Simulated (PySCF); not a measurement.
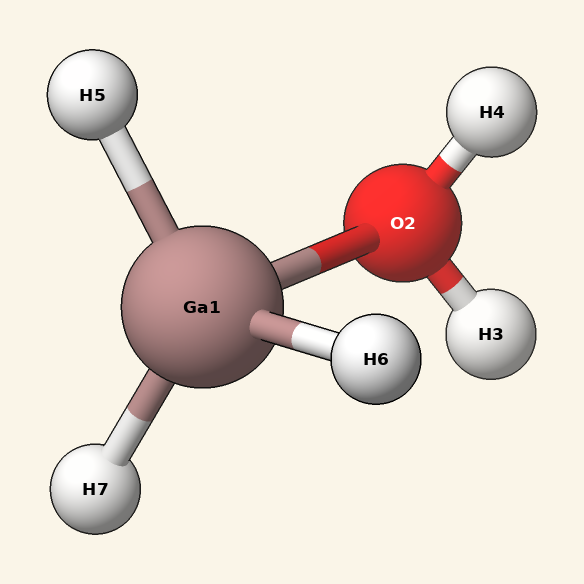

The computed structure is the end point of a PBE0-D3(BJ)/def2-SVP optimisation. No frequency run is at hand to confirm it as a minimum. Properties computed with delta-SCF UKS SCAN, pcX-2 on the ionised atom (unc-x2c-TZVPall on a metal), pcseg-1 elsewhere, spin-free X2C (PySCF 2.14.0).

Give the core-electron binding energies (to vacuum) of O2 1s.

```
atom  level  binding energy (eV)
  O2     1s                541.4
```
